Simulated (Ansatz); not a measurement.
A series of calculations on SiH$_{2}$O$_{2}$

**1. Relaxation**

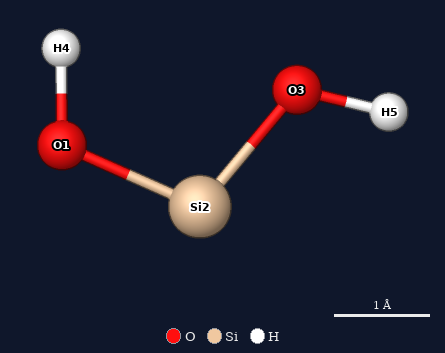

Starting structure of SiH$_{2}$O$_{2}$ (coarse preliminary run). A ball-and-stick model, seen at a tilt.

Level of theory: Ansatz, RKS PBE-D4/def2-SVP.

The input:
```yaml
crystal:
  periodic: [false, false, false]
  atoms:
    - {symbol: O, position_ang: [-1.478200, -0.156900, -0.259200]}
    - {symbol: Si, position_ang: [-0.218600, -0.728200, 0.528000]}
    - {symbol: O, position_ang: [1.057600, 0.195400, 0.076400]}
    - {symbol: H, position_ang: [-1.263100, 0.661300, -0.846100]}
    - {symbol: H, position_ang: [1.952300, -0.045200, 0.459500]}
basis:
  gaussian: {orbitals: def2-SVP}
hamiltonian: {xc: pbe, dispersion: d4}
relax: {f_tol: 0.03, max_steps: 250}
```

Question: Predict the outcome.

Answer: The optimiser took 6 steps. Si2 moves most after the best rigid fit: 0.100 Å. By element the largest moves are Si 0.100 Å, H 0.057 Å, O 0.052 Å. Near-neighbour distances that change, for instance: O1–Si2 1.591 → 1.680 Å, Si2–O3 1.639 → 1.701 Å, O1–H4 1.030 → 0.980 Å, O3–H5 1.003 → 0.975 Å. Bond angles that change, for instance: O1–Si2–O3 106.1° → 98.3°, Si2–O3–H5 117.0° → 114.1°.

The structure at the end:

```xyz
5

O    -1.4756   -0.1103   -0.2821
Si   -0.2177   -0.8100    0.5852
O     1.0407    0.2045    0.0551
H    -1.2100    0.6542   -0.8343
H     1.9127   -0.0119    0.4347
```

After the run, drawn alike:

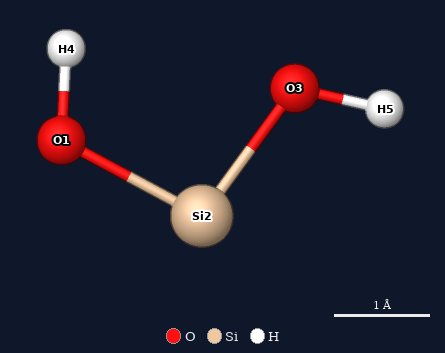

**2. Relaxation**

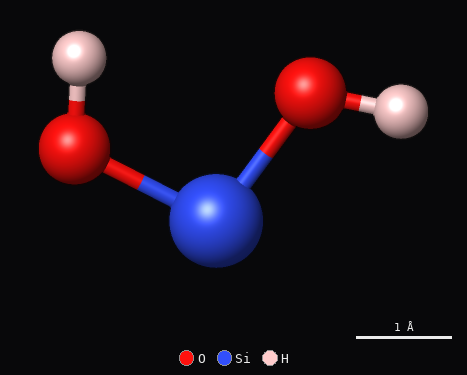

Starting structure of SiH$_{2}$O$_{2}$. The picture is a ball-and-stick view, seen at a tilt.

Computed with RKS PBE0-D4/def2-TZVP (Ansatz 0.2.0).

Input file:
```yaml
crystal:
  periodic: [false, false, false]
  atoms:
    - {symbol: O, position_ang: [-1.475585, -0.110178, -0.282229]}
    - {symbol: Si, position_ang: [-0.217669, -0.810750, 0.584254]}
    - {symbol: O, position_ang: [1.040659, 0.204530, 0.055354]}
    - {symbol: H, position_ang: [-1.210082, 0.654972, -0.833573]}
    - {symbol: H, position_ang: [1.912678, -0.012174, 0.434795]}
basis:
  gaussian: {orbitals: def2-TZVP}
hamiltonian: {xc: pbe0, dispersion: d4}
relax: {f_tol: 0.005, max_steps: 200}
```

**What does the optimiser find from here?**

O1 moves most after the best rigid fit: 0.033 Å. By element the largest moves are O 0.033 Å, Si 0.026 Å, H 0.023 Å. Some distances before and after: O1–Si2 1.680 → 1.642 Å, Si2–O3 1.701 → 1.663 Å, O1–H4 0.980 → 0.964 Å. Bond angles that change, for instance: Si2–O1–H4 114.4° → 117.5°. Over 5 accepted moves (6 points after the start) the energy falls by 5.03 kJ/mol. Largest force component: 1 eV/Å at the start, 0.0034 eV/Å at the end. The line search rejected the trial step at point 5 of the run. The run took about 19 core-seconds on a shared host.

The structure at the end:

```xyz
5

O    -1.4432   -0.1056   -0.2750
Si   -0.2120   -0.7913    0.5677
O     1.0360    0.1875    0.0686
H    -1.2319    0.6489   -0.8360
H     1.9011   -0.0131    0.4334
```

**3. Scan**

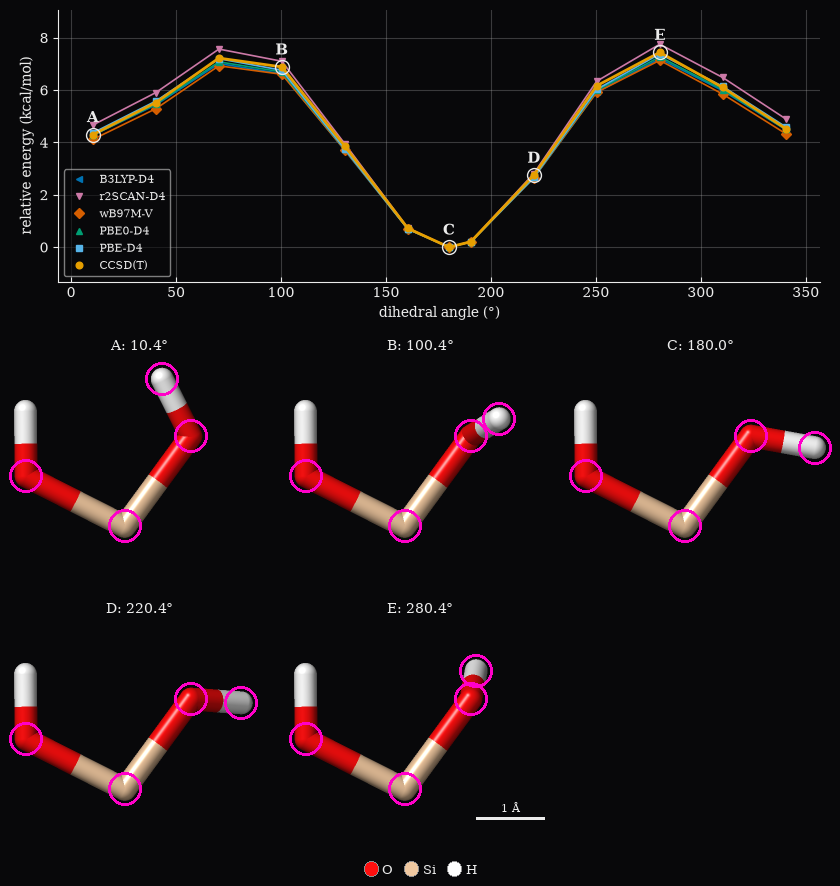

SiH2O2: one O–Si–O–H dihedral angle is varied, with the rest of the molecule carried along rigidly. The lettered frames are marked on the plot, at the values of CCSD(T). A stick model, seen face on. The ringed atoms are those of the scanned coordinate.

Computed with Ansatz: CCSD(T), PBE-D4, PBE0-D4, wB97M-V, r2SCAN-D4, B3LYP-D4, basis def2-TZVPP, on geometries moved rigidly from the minimum at PBE0-D4/def2-TZVP. Coupled cluster with a frozen core. Energies are counted from the PBE0-D4/def2-TZVP minimum geometry at the same level.

### What does the scan show?

With CCSD(T): the lowest computed point lies at the dihedral 180.0° (0.00 kcal/mol). Local maxima lie at 70.4° (7.22 kcal/mol), 280.4° (7.44 kcal/mol). The highest point, at 280.4°, lies 7.44 kcal/mol above the lowest and gives an upper estimate of the barrier to rotation, since the rotor is rigid. At 280.4° the levels give wB97M-V 7.14 kcal/mol, B3LYP-D4 7.20 kcal/mol, PBE0-D4 7.27 kcal/mol, PBE-D4 7.38 kcal/mol, CCSD(T) 7.44 kcal/mol, r2SCAN-D4 7.75 kcal/mol. Closest to CCSD(T) there is PBE-D4. At 100.4° to 280.4° the mean-field solution behind CCSD(T) isn't stable (a lower one of broken symmetry exists), so those energies are less reliable.

**4. Scan**

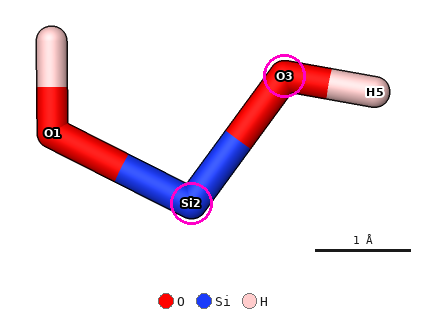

A scan of SiH2O2: the Si2–O3 distance is varied, with the rest of the molecule carried along rigidly. The picture shows the minimum geometry. The ringed atoms are those of the scanned coordinate. A stick model, seen face on.

Single-point energies from Ansatz with PBE0-D4, CCSD(T), PBE-D4, wB97M-V, r2SCAN-D4, B3LYP-D4 in the def2-TZVPP basis, on geometries moved rigidly from the minimum at PBE0-D4/def2-TZVP. Coupled cluster with a frozen core. Energies are counted from the PBE0-D4/def2-TZVP minimum geometry at the same level.

```xyz
5

O    -1.4432   -0.1056   -0.2750
Si   -0.2120   -0.7913    0.5677
O     1.0360    0.1875    0.0686
H    -1.2319    0.6489   -0.8361
H     1.9011   -0.0131    0.4334
```

Question: What energies does the calculation give (the distance: 1.463, 1.521, 1.606, 1.663, 1.705, 1.814, 1.933, 2.058, 2.190, 2.328 Å)?

Answer: Energies in kJ/mol.

```csv
distance (Å),PBE0-D4,CCSD(T),PBE-D4,wB97M-V,r2SCAN-D4,B3LYP-D4
1.463,80.2,84.6,91.6,83.0,82.2,84.3
1.521,35.8,38.5,44.0,37.7,37.3,38.8
1.606,4.9,5.6,8.1,5.5,5.4,6.1
1.663,0.0,0.0,0.0,0.0,0.0,0.0
1.705,2.2,1.9,−0.1,1.8,1.8,1.3
1.814,23.7,23.0,15.3,22.5,22.1,20.4
1.933,62.2,61.9,47.5,60.7,59.3,56.2
2.058,109.8,110.5,89.0,108.4,105.4,100.9
2.190,161.7,163.7,135.0,161.0,155.7,149.9
2.328,214.5,217.6,182.1,214.8,206.6,199.9
```

With PBE0-D4: of the computed points the lowest is at the distance 1.663 Å, 0.0 kJ/mol. At the ends of the scan the energy is 80.2 kJ/mol (1.463 Å) and 214.5 kJ/mol (2.328 Å). The curvature at the lowest point is about 30 eV/Å² (4.7 mdyn/Å). The well is steeper on the short side, as for any bond. At 2.328 Å the levels give PBE-D4 182.1 kJ/mol, B3LYP-D4 199.9 kJ/mol, r2SCAN-D4 206.6 kJ/mol, PBE0-D4 214.5 kJ/mol, wB97M-V 214.8 kJ/mol, CCSD(T) 217.6 kJ/mol. Closest to CCSD(T) there is wB97M-V. The T1 diagnostic reaches 0.022, so the single-reference result is less sure there.

The computed profile:

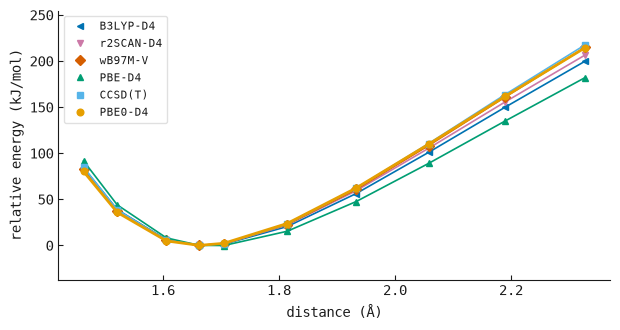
